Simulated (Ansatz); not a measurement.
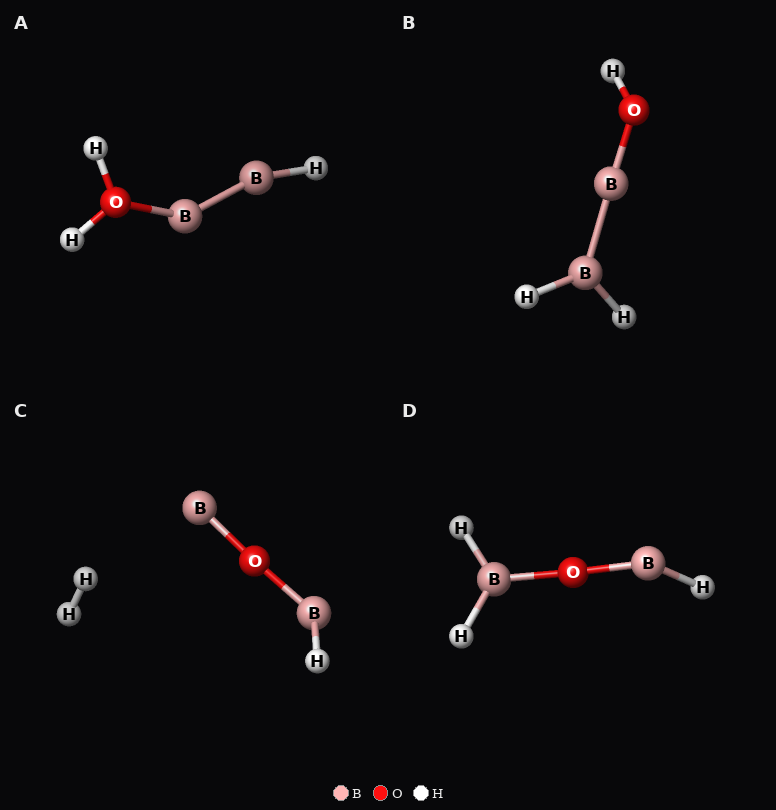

4 stationary structures of one formula. The species is neutral and a spin doublet. Geometries: PBE-D4/def2-SVP. Electronic energies: PBE-D4/def2-SVP (Ansatz 0.2.0), without zero-point energy. No frequency run is at hand to confirm each as a minimum.

Which is lowest in energy, and by how much?

D is lowest (Cs); B lies 0.413 eV above it, C lies 2.968 eV above it (C1), A lies 4.572 eV above it (C1).
